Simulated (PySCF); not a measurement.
SMILES C[Te]C (C2H6Te) at its B3LYP/def2-SVP optimised geometry (Å):

```
9

C      1.5260    -0.7667     0.0000
Te    -0.6522    -0.7667     0.0000
C     -0.8272     1.4043     0.0000
H      1.8999    -0.2695     0.9045
H      1.8491    -1.8169    -0.0030
H      1.8994    -0.2646    -0.9021
H     -0.3666     1.8168     0.9072
H     -1.8999     1.6420    -0.0091
H     -0.3516     1.8169    -0.8994
```

Calculation: PySCF 2.14.0 with B3LYP/def2-TZVP, def2 effective core potentials past Kr. The core electrons that the potentials of Te replace are not part of the density.

Map of the electron localisation function on the plane z = 1.0 Å:

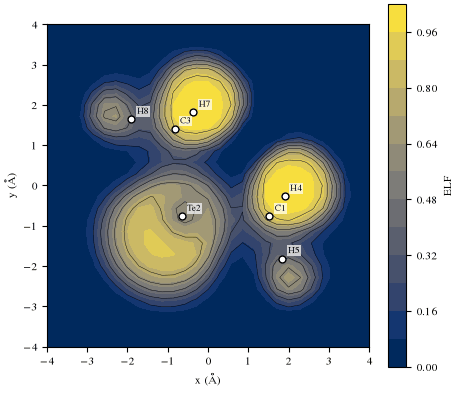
Fig. 1. Electron localisation function on the plane z = 1.0 Å.
